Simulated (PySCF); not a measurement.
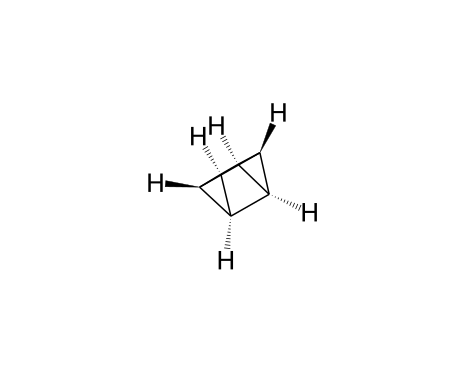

Computed geometry: GFN2-xTB optimisation. No frequency run is at hand to confirm it as a minimum. Properties computed with PBE0/def2-SVPD, gas phase (PySCF 2.14.0). Excitations: vertical, linear response.

Computed properties:

The species is C₆H₆ (`C12C3C1C1C2C31`).
- HOMO energy (Kohn–Sham orbital): −6.60 eV
- LUMO energy (Kohn–Sham orbital): 1.16 eV
- HOMO–LUMO gap: 7.76 eV
- mean static polarisability: 55.6 bohr³
- lowest vertical singlet excitation: 6.59 eV
- its oscillator strength: 0.000
